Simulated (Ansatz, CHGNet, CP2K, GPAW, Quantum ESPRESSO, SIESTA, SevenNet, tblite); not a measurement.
# GPAW on generalised stacking fault on (111) (glide set) of a Ge-Sn solid solution (48 atoms): settings against a plane-wave reference

How do the settings of GPAW change the result for generalised stacking fault on (111) (glide set) of a Ge-Sn solid solution (48 atoms)? A plane-wave run serves as the yardstick.

Calculated with GPAW 26.7.0; the method is named at each step.

## (1) Starting point

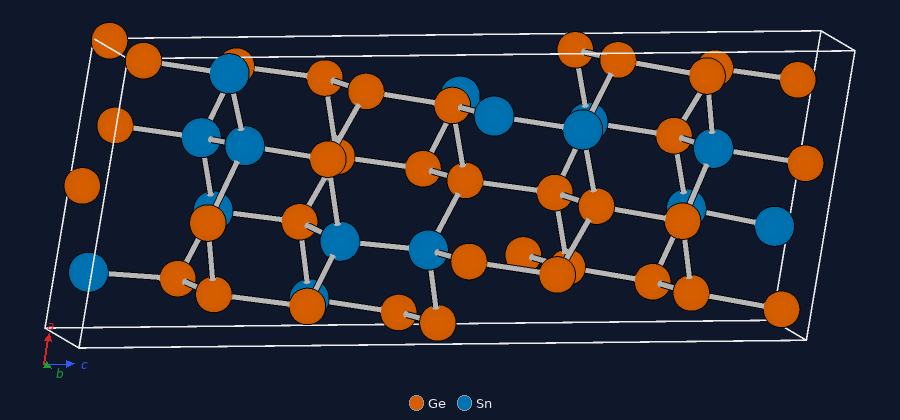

The cell as given, from the side, with the c axis across the page (germanium orange, tin blue). Bonds to atoms that aren't drawn are left out. Some periodic images of atoms are drawn too.

The cell holds 48 atoms: 34 Ge and 14 Sn. Its edges and angles: a = 8.334 Å, b = 7.218 Å, c = 20.806 Å, α = 90.0°, β = 80.4°, γ = 90.0°. Diamond-structure Ge lattice (a = 5.8932 Å, the value set for the mixture), cell with z along [111], 2 x 1 x 2 periods; the third cell vector is tilted by 0.833 of 1/2[1-10] and lengthened by 0.1 Å, so the cell holds one fault (glide set); displaced by a Gaussian of 0.01 Å; 14 of 48 Ge sites given to Sn at random (lattice constant by Vegard's rule between Ge and Sn). Then every atom was moved at random, 0.05 Å r.m.s. a Cartesian component. The structure's axis is c.

The yardstick, on the same geometry:

```
method                 : Kohn-Sham DFT, PBE, PAW, plane waves (Ansatz 0.2.0); cutoff 420 eV, Γ point, fermi-dirac smearing of 0.05 eV; PAW set soft_2
r.m.s. force component : 2.273 eV/Å
longest force          : 12.79 eV/Å
pressure               : 10.2 GPa
SCF cycles             : 11
time                   : 28 s on 4 threads of Arm Neoverse V1, shared host
CPU time               : 1.7 min
```

## (2) PBE, LCAO dzp, h 0.2 Å

Method: Kohn-Sham DFT, PBE, PAW, atomic orbitals (dzp).

run.py

```python
import numpy as np
from ase.io import read
from gpaw import GPAW, FermiDirac

atoms = read("structure.xyz")
atoms.calc = GPAW(
    mode="lcao",
    basis="dzp",
    h=0.2,
    xc="PBE",
    kpts={"size": (1, 1, 1), "gamma": True},
    occupations=FermiDirac(0.05),
    maxiter=200,
    symmetry={"point_group": False},
    txt="gpaw.txt",
)
energy = atoms.get_potential_energy(force_consistent=True)
forces = atoms.get_forces()
print(f"energy {energy:.6f} eV")
print("forces (eV/A)")
for i, (a, f) in enumerate(zip(atoms, forces)):
    print(f"{i:4d} {a.symbol:2s} {f[0]:10.5f} {f[1]:10.5f} {f[2]:10.5f}")
print(f"Fermi level {atoms.calc.get_fermi_level():.4f} eV")
for k in range(len(atoms.calc.get_ibz_k_points())):
    for s in range(atoms.calc.get_number_of_spins()):
        e = atoms.calc.get_eigenvalues(kpt=k, spin=s)
        n = np.searchsorted(e, atoms.calc.get_fermi_level())
        print(f"k {k} spin {s} levels about the Fermi level:", np.round(e[max(n - 6, 0):n], 4).tolist(), "|", np.round(e[n:n + 6], 4).tolist())
```

structure.xyz

```xyz
48
Lattice="8.33424 0.00000 0.00000 0.00000 7.21767 0.00000 3.47263 0.00000 20.51464" Properties=species:S:1:pos:R:3 pbc="T T T"
Ge 6.19927 3.60364 0.49338
Sn 6.24284 3.65301 2.97914
Sn 6.34713 6.01023 3.90004
Ge 6.33783 5.96115 6.31912
Sn 1.96446 3.63612 0.43224
Ge 2.18287 3.61728 2.98734
Ge 2.03670 5.97363 3.73777
Ge 2.12696 6.14931 6.41267
Ge 4.15704 0.04143 0.37275
Ge 4.07658 7.14275 3.05730
Sn 4.17603 2.38125 3.84814
Ge 4.25137 2.34372 6.34682
Sn 4.02428 4.79087 7.22279
Sn 4.17425 4.81281 9.75758
Ge 6.18839 1.26107 7.25008
Ge 6.22925 1.23336 9.74445
Ge 6.22120 3.57340 10.64812
Ge 6.28374 3.63114 13.23215
Ge 6.23032 6.11712 14.10956
Ge 6.18237 5.88767 16.64496
Ge 8.34686 0.02634 0.45563
Sn 8.36129 7.14427 2.95288
Ge 8.33545 2.41409 3.81100
Ge 8.40191 2.44672 6.36405
Ge 8.34014 4.76034 7.25316
Ge 8.33661 4.81613 9.74917
Sn 2.06796 1.16277 7.15715
Ge 2.08284 1.11838 9.75553
Ge 2.10835 3.61786 10.54678
Ge 10.37776 3.61194 13.13511
Ge 10.42225 5.98626 14.04391
Ge 10.37091 6.04451 16.62773
Ge 4.16698 7.16960 10.61612
Ge 4.19303 0.03789 13.16137
Ge 4.18402 2.45827 14.11202
Ge 4.15737 2.46779 16.58814
Ge 4.15156 4.83569 17.38739
Ge 4.09808 4.90758 20.00485
Sn 6.28484 1.18254 17.38226
Sn 6.18497 1.17511 19.95951
Sn 8.36043 7.20295 10.63233
Sn 8.36761 7.13618 13.20691
Sn 8.33929 2.43705 14.01150
Ge 8.34428 2.40110 16.50813
Sn 8.30051 4.79701 17.33323
Ge 8.29591 4.81707 20.00362
Ge 10.36022 1.28662 17.51478
Ge 10.39961 1.23090 19.91089
```

Started as:

```bash
$ OMP_NUM_THREADS=1 python run.py > output.txt
```

Numbers of over 12 decimals in the logs are rounded to 6 here.

The log of the run:

```text
energy -170.264469 eV
forces (eV/A)
   0 Ge    4.65174   -3.62180    0.94483
   1 Sn    1.37384   -1.19336   -0.89061
   2 Sn   -3.22806    0.82977    0.28512
   3 Ge   -0.16776    0.85521    2.53317
   4 Sn    7.78584   -6.05429    4.70892
   5 Ge   -1.78595    0.63297    0.02945
   6 Ge    1.30541   -1.08045    1.65682
   7 Ge   -1.89824   -2.72939   -2.32138
   8 Ge    9.49549   -7.19627    6.21701
   9 Ge    0.57108   -0.18042   -1.44920
  10 Sn   -0.85679   -1.40250    0.25769
  11 Ge   -0.27344    0.41780    0.66147
  12 Sn    1.52147   -0.51521   -1.93776
  13 Sn    0.67646   -0.05476    1.47647
  14 Ge    1.34338   -1.02565    0.05546
  15 Ge   -0.43872    0.07272   -0.18607
  16 Ge    1.13258   -0.24172    0.72211
  17 Ge   -1.52686    1.07523   -0.78531
  18 Ge   -1.02853   -1.21928    0.49359
  19 Ge   -0.59533    0.84842   -1.29738
  20 Ge    3.68647   -2.78043    0.58536
  21 Sn    1.37365    2.37296   -0.93126
  22 Ge    1.14685    0.04758    0.75052
  23 Ge   -1.57819    0.41503   -0.77902
[...]
40 Sn   -1.11776    0.01938   -1.31338
  41 Sn   -0.24235   -0.43206    0.82117
  42 Sn    0.05543    0.29216    0.17851
  43 Ge    0.99186   -0.43964    0.76656
  44 Sn    0.19011   -0.48365    1.26112
  45 Ge   -4.60131    3.75203   -2.39187
  46 Ge    0.50185   -0.32870   -0.94847
  47 Ge   -4.31743    2.80946   -1.22802
Fermi level 5.7661 eV
k 0 spin 0 levels about the Fermi level: [5.1907, 5.3534, 5.4451, 5.5785, 5.64, 5.751] | [5.8072, 5.8366, 5.9676, 6.0445, 6.0984, 6.3243]
```

gpaw.txt:

```text
Input parameters:
  mode=LCAO(),
  basis={'default': 'dzp'},
  h=0.2,
  kpts=MonkhorstPack(size=(1, 1, 1), gamma=True),
  maxiter=200,
  occupations=Occupations(name='fermi-dirac', width=0.05, fixmagmom=False),
  symmetry=Symmetry(point_group=False),
  xc=XC(name='PBE')
Unit cell  # Å
| periodic |        x |        y |         z |   lengths |    angles |
|----------|----------|----------|-----------|-----------|-----------|
|      yes | 8.334240 | 0.000000 |  0.000000 |  8.334240 | 90.000000 |
|      yes | 0.000000 | 7.217670 |  0.000000 |  7.217670 | 80.392293 |
|      yes | 3.472630 | 0.000000 | 20.514640 | 20.806480 | 90.000000 |
Number of symmetries: 1
Symmetry operations  # r_c * U_cc + t_c -> r_c
|   | kind |            matrix            |
|---|------|------------------------------|
| 0 |  E   |  1, 0, 0,  0, 1, 0,  0, 0, 1 |
BZ-sampling:
  Number of BZ points: 1
  Number of IBZ points: 1
  Monkhorst-Pack size: [1, 1, 1]
  Monkhorst-Pack shift: [0, 0, 0]
[... lines left out ...]
  Fermi-Dirac:
[... lines left out ...]
    Stencil: 8*3+1=25 point O(h^6) finite-difference Laplacian
xc functional:
  name: PBE with 2 nearest neighbor stencil
interpolation: tri-quintic # 5. degree polynomial
Initialization done in: 8.295 s
convergence criteria:
- Maximum [total energy] change in last 3 cyles: 0.0005 eV / valence electron
- Maximum integral of absolute [dens]ity change: 0.0001 electrons / valence electron
- Maximum integral of absolute [eigenst]ate change: 4e-08 eV^2 / valence electron
maximum number of iterations: 200
SCF iterations
|iter     |      energy | eigst |  dens |
|---------|-------------|-------|-------|
|iter:   1| -171.250574 |      c|       |
|iter:   2| -171.025463 |      c| -1.22 |
|iter:   3| -181.097922 |      c| -1.25 |
|iter:   4| -215.122389 |      c| -1.17 |
[...]
|iter:   8| -170.244688 |      c| -1.63 |
|iter:   9| -170.213677 |      c| -1.94 |
|iter:  10| -170.196912c|      c| -2.24 |
|iter:  11| -170.156049c|      c| -2.32 |
|iter:  12| -170.154271c|      c| -2.69 |
[...]
|iter:  17| -170.150085c|      c| -3.45 |
|iter:  18| -170.149299c|      c| -3.42 |
|iter:  19| -170.149262c|      c| -4.23c|
Converged in 19 steps
SCF loop duration: 168.783 s (8.883 s/step)
Energy contributions relative to reference atoms: (reference = -4293469.393285)
Energy contributions:
  Kinetic:         819.580672
  Coulomb:        -712.814589
  Zero:              0.937813
  External:          0.000000
  Xc:             -277.737951
  Entropy:          -0.230415
  Spinorbit:         0.000000
  ----------------------------
  Free energy:    -170.264469
  Extrapolated:   -170.149262
dipole moment: (48.492995, 42.928580, -26.487963)  # |e|*Ang
Fermi level: 5.766
Eigenvalues  # (at kpt = [0.000, 0.000, 0.000])
| band index |      eig [eV] | occ [0-2] |
|------------|---------------|-----------|
|          0 |       -16.837 |     2.000 |
|        ... |               |           |
|        158 |         5.073 |     2.000 |
|        159 |         5.144 |     2.000 |
[...]
|        173 |         6.579 |     0.000 |
|        ... |               |           |
|        203 |         9.245 |     0.000 |
Gap: 0.056 eV
Transition (v -> c):
  (s=0, k=0, n=165, [0.00, 0.00, 0.00]) -> (s=0, k=0, n=166, [0.00, 0.00, 0.00])
No difference between direct/indirect transitions
Force computation time: 20.241  # s
timing:  # [seconds]
  Total:  197.351  # ━━━━━━━━━━━━━━━━━━━━━━━━━━━━━━━━━━━━━━━━━━━━━━━━━━━━━━━━
  Init:     8.294  # ━━╸
  SCF:    168.783  # ━━━━━━━━━━━━━━━━━━━━━━━━━━━━━━━━━━━━━━━━━━━━━━━━
  Forces:  20.241  # ━━━━━╸
```

The job ended after 3.3 min (1 thread of Arm Neoverse V1, shared host; peak memory 1.2 GiB).

Banners, paths, timers and routine set-up lines are dropped from the logs unmarked, and long logs keep their key lines alone; longer cuts are marked.

Numbers from this run, and their distance from the reference:

| Item | Value |
| --- | --- |
| r.m.s. force component | 2.406 eV/Å |
| r.m.s. difference of force components | 143.5 meV/Å |
| longest difference of force vectors | 650.6 meV/Å |
| force difference over r.m.s. force | 6.311 % |
| slope of forces against the reference's | 1.058 |
| correlation of force components | 0.9997 |

Length of the force difference by element (eV/Å):

```csv
element,atoms,mean,most
Ge,34,0.17,0.65
Sn,14,0.16,0.65
```

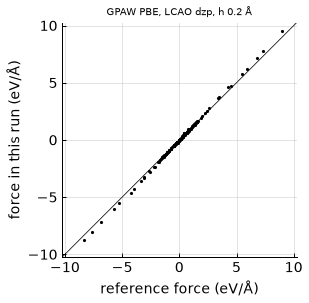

Force components against those of the reference; the line marks equality.

A closer look about Ge9, which bears the longest force: 9 atoms, nearest first, numbered in the order of the input, with positions taken from that point.

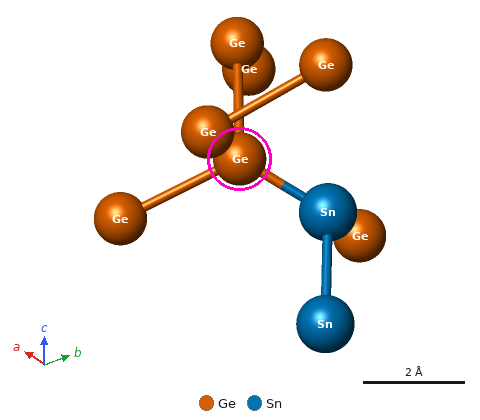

The atoms of the table, within 4.2 Å (arrows a, b, c point along x, y, z); some may hide others; the central atom is ringed.

```csv
atom,x,y,z,distance (Å),bonds,Fx,Fy,Fz (eV/Å)
Ge9,0.00,0.00,0.00,0.00,3,9.50,-7.20,6.22
Sn40,-1.44,1.13,-0.93,2.06,3,-8.78,5.80,-3.33
Ge46,0.67,-2.44,-0.88,2.68,3,-4.60,3.75,-2.39
Ge10,-0.08,-0.12,2.68,2.69,4,0.57,-0.18,-1.45
Ge48,2.77,1.19,-0.98,3.17,3,-4.32,2.81,-1.23
Sn39,-1.34,1.14,-3.51,3.92,4,-0.53,-0.29,-1.52
Ge1,2.04,3.56,0.12,4.11,3,4.65,-3.62,0.94
Ge21,-4.14,-0.02,0.08,4.15,3,3.69,-2.78,0.59
Ge7,-2.12,-1.29,3.37,4.18,4,1.31,-1.08,1.66
```

Atoms are counted from 1 here, from 0 in the log.

Forces lie 6.3 % from the reference's, at 1.9 times its CPU time (on 1 against 4 cores).

## (3) PBE, plane waves 450 eV

Method: Kohn-Sham DFT, PBE, PAW, plane waves.

Edit run.py of step 2 so:

```diff
@@ -2,3 +2,4 @@
 from ase.io import read
-from gpaw import GPAW, FermiDirac
+from gpaw import GPAW, FermiDirac, PW
+from ase.parallel import parprint as print
 
@@ -6,5 +7,3 @@
 atoms.calc = GPAW(
-    mode="lcao",
-    basis="dzp",
-    h=0.2,
+    mode=PW(450),
     xc="PBE",
@@ -14,2 +13,3 @@
     symmetry={"point_group": False},
+    nbands=396,
     txt="gpaw.txt",
@@ -22,2 +22,6 @@
     print(f"{i:4d} {a.symbol:2s} {f[0]:10.5f} {f[1]:10.5f} {f[2]:10.5f}")
+stress = -atoms.get_stress(voigt=False) * 160.21766
+print("stress (GPa, compression positive)")
+for row in stress:
+    print(" ".join(f"{x:10.4f}" for x in row))
 print(f"Fermi level {atoms.calc.get_fermi_level():.4f} eV")
```

structure.xyz is that of step 2.

Started as:

```bash
$ OMP_NUM_THREADS=1 mpirun -np 2 gpaw python run.py > output.txt
```

The log of the run:

```text
energy -180.227993 eV
forces (eV/A)
   0 Ge    4.39038   -3.45000    0.89198
   1 Sn    1.32508   -1.13134   -0.86245
   2 Sn   -3.09628    0.77380    0.29295
   3 Ge   -0.13082    0.84174    2.42139
   4 Sn    7.33491   -5.69844    4.48620
   5 Ge   -1.70879    0.62947    0.05596
   6 Ge    1.29560   -1.05395    1.56214
   7 Ge   -1.77828   -2.60358   -2.20591
   8 Ge    9.00094   -6.87687    5.91585
   9 Ge    0.48722   -0.17976   -1.37756
  10 Sn   -0.84028   -1.37240    0.26098
  11 Ge   -0.21187    0.40513    0.66265
  12 Sn    1.41523   -0.50239   -1.84047
  13 Sn    0.63056   -0.04222    1.41904
  14 Ge    1.25478   -0.97731    0.05646
  15 Ge   -0.43116    0.08964   -0.19592
  16 Ge    1.07887   -0.26555    0.72079
  17 Ge   -1.48998    1.01624   -0.75400
  18 Ge   -1.02178   -1.16242    0.48921
  19 Ge   -0.61217    0.78367   -1.23601
  20 Ge    3.47645   -2.67265    0.53405
  21 Sn    1.33179    2.27816   -0.89779
  22 Ge    1.13406    0.04366    0.76172
  23 Ge   -1.49835    0.43395   -0.73672
[...]
40 Sn   -1.06399   -0.00033   -1.26387
  41 Sn   -0.23367   -0.43856    0.77932
  42 Sn    0.05185    0.32514    0.19188
  43 Ge    0.98242   -0.42022    0.73597
  44 Sn    0.17900   -0.45653    1.15305
  45 Ge   -4.32278    3.59388   -2.24893
  46 Ge    0.48724   -0.30610   -0.88992
  47 Ge   -4.06313    2.67502   -1.21716
stress (GPa, compression positive)
   17.6198    -4.0211     2.8242
   -4.0211     4.0716    -3.3776
    2.8242    -3.3776     7.0324
Fermi level 5.7504 eV
k 0 spin 0 levels about the Fermi level: [5.1903, 5.3469, 5.4405, 5.5398, 5.6378, 5.734] | [5.7922, 5.8223, 5.9285, 6.0067, 6.0567, 6.2865]
```

gpaw.txt:

```text
Input parameters:
  mode=PW(ecut=450.000000),
  kpts=MonkhorstPack(size=(1, 1, 1), gamma=True),
  maxiter=200,
  nbands=396,
  occupations=Occupations(name='fermi-dirac', width=0.05, fixmagmom=False),
  symmetry=Symmetry(point_group=False),
  xc=XC(name='PBE')
Diagonalizing LCAO Hamiltonian
Converting LCAO to pw mode
Unit cell  # Å
[... lines left out ...]
  Converge bands: occupied
[... lines left out ...]
  Fermi-Dirac:
[... lines left out ...]
convergence criteria:
- Maximum [total energy] change in last 3 cyles: 0.0005 eV / valence electron
[... lines left out ...]
Converged in 20 steps
[... lines left out ...]
  ----------------------------
  Free energy:    -180.227993
  Extrapolated:   -180.109563
dipole moment: (48.442211, 42.904743, -26.672789)  # |e|*Ang
Fermi level: 5.750
Eigenvalues  # (at kpt = [0.000, 0.000, 0.000])
| band index |      eig [eV] | occ [0-2] |
|------------|---------------|-----------|
|          0 |       -16.746 |     2.000 |
|        ... |               |           |
|        158 |         5.074 |     2.000 |
|        159 |         5.122 |     2.000 |
[...]
|        ... |               |           |
[...]
Gap: 0.058 eV
Transition (v -> c):
  (s=0, k=0, n=165, [0.00, 0.00, 0.00]) -> (s=0, k=0, n=166, [0.00, 0.00, 0.00])
No difference between direct/indirect transitions
Force computation time: 3.660  # s
Stress tensor  # eV/Ang^3
|         x |         y |         z |
|-----------|-----------|-----------|
[...]
|  0.025098 | -0.025413 |  0.021082 |
| -0.017627 |  0.021082 | -0.043893 |
Stress computation time: 15.697  # s
```

Wall time 3.8 min (2 MPI ranks); peak memory 1.2 GiB.

Compared with the plane-wave run:

| Quantity | Value |
| --- | --- |
| r.m.s. force component | 2.283 eV/Å |
| r.m.s. difference of force components | 39.41 meV/Å |
| longest difference of force vectors | 225.7 meV/Å |
| force difference over r.m.s. force | 1.734 % |
| slope of forces against the reference's | 1.004 |
| correlation of force components | 0.9999 |
| pressure | 9.575 GPa |
| pressure difference | -0.6251 GPa |

Against the first run (6.3 %), the force difference from the reference is 1.7 %, at 2.3 times the CPU time (on 2 against 1 cores).

The run ends at a pressure of 9.57 GPa, with forces up to 13 eV/Å.

## (4) PBE, LCAO dzp, h 0.2 Å, other mixer settings

Method: Kohn-Sham DFT, PBE, PAW, atomic orbitals (dzp).

Edit run.py of step 3 so:

```diff
@@ -2,4 +2,3 @@
 from ase.io import read
-from gpaw import GPAW, FermiDirac, PW
-from ase.parallel import parprint as print
+from gpaw import GPAW, FermiDirac, Mixer
 
@@ -7,3 +6,5 @@
 atoms.calc = GPAW(
-    mode=PW(450),
+    mode="lcao",
+    basis="dzp",
+    h=0.2,
     xc="PBE",
@@ -11,5 +12,5 @@
     occupations=FermiDirac(0.05),
+    mixer=Mixer(0.03, 7, 100),
     maxiter=200,
     symmetry={"point_group": False},
-    nbands=396,
     txt="gpaw.txt",
@@ -22,6 +23,2 @@
     print(f"{i:4d} {a.symbol:2s} {f[0]:10.5f} {f[1]:10.5f} {f[2]:10.5f}")
-stress = -atoms.get_stress(voigt=False) * 160.21766
-print("stress (GPa, compression positive)")
-for row in stress:
-    print(" ".join(f"{x:10.4f}" for x in row))
 print(f"Fermi level {atoms.calc.get_fermi_level():.4f} eV")
```

structure.xyz is that of step 3.

Started as:

```bash
$ OMP_NUM_THREADS=1 python run.py > output.txt
```

The log of the run:

```text
energy -170.264470 eV
forces (eV/A)
   0 Ge    4.64431   -3.62397    0.94254
   1 Sn    1.37443   -1.19735   -0.88792
   2 Sn   -3.22868    0.83419    0.29210
   3 Ge   -0.16608    0.85455    2.53498
   4 Sn    7.77740   -6.05214    4.71428
   5 Ge   -1.79270    0.63370    0.04062
[...]
45 Ge   -4.59490    3.75692   -2.38898
  46 Ge    0.50275   -0.32885   -0.95809
  47 Ge   -4.30992    2.81178   -1.22644
Fermi level 5.7661 eV
k 0 spin 0 levels about the Fermi level: [5.1908, 5.3535, 5.4452, 5.5784, 5.6401, 5.7509] | [5.8073, 5.8367, 5.9676, 6.0445, 6.0984, 6.3242]
```

gpaw.txt:

```text
Input parameters:
  mode=LCAO(),
  basis={'default': 'dzp'},
  h=0.2,
  kpts=MonkhorstPack(size=(1, 1, 1), gamma=True),
  maxiter=200,
[... lines left out ...]
  occupations=Occupations(name='fermi-dirac', width=0.05, fixmagmom=False),
[... lines left out ...]
  Fermi-Dirac:
[... lines left out ...]
convergence criteria:
- Maximum [total energy] change in last 3 cyles: 0.0005 eV / valence electron
[... lines left out ...]
Converged in 21 steps
[... lines left out ...]
  Free energy:    -170.264470
[... lines left out ...]
Fermi level: 5.766
[... lines left out ...]
|        ... |               |           |
|        203 |         9.245 |     0.000 |
Gap: 0.056 eV
Transition (v -> c):
  (s=0, k=0, n=165, [0.00, 0.00, 0.00]) -> (s=0, k=0, n=166, [0.00, 0.00, 0.00])
No difference between direct/indirect transitions
Force computation time: 19.705  # s
timing:  # [seconds]
  Total:  215.189  # ━━━━━━━━━━━━━━━━━━━━━━━━━━━━━━━━━━━━━━━━━━━━━━━━━━━━━━━━
  Init:     8.370  # ━━
  SCF:    187.083  # ━━━━━━━━━━━━━━━━━━━━━━━━━━━━━━━━━━━━━━━━━━━━━━━━╸
  Forces:  19.705  # ━━━━━
```

Wall time 3.6 min (1 thread); peak memory 1.1 GiB.

Numbers from this run, and their distance from the reference:

- r.m.s. force component: 2.405 eV/Å
- r.m.s. difference of force components: 142.6 meV/Å
- longest difference of force vectors: 649.8 meV/Å
- force difference over r.m.s. force: 6.272 %
- slope of forces against the reference's: 1.058
- correlation of force components: 0.9997
- energy less the same-level run's: 0 meV/atom
- r.m.s. force difference from the same-level run: 4.131 meV/Å

Against the first run (6.3 %), the force difference from the reference is 6.3 %, at 1.1 times the CPU time: another solver or mixer reaches the same state.

(Continued in part 2 of 2.)

[Also dropped from logs without a mark: logging warnings of Python, and SIESTA's first energy breakdown and zero terms.]

[Logs are printed without paths, hosts, clocks, repeated set-up lines and the standing remarks that a program may print on its own settings, such as how far it seeks lower states.]

[Hosts, paths, dates, database ids (printed as entryN), source tags and the programs' standing remarks are cut or masked in the printed files.]
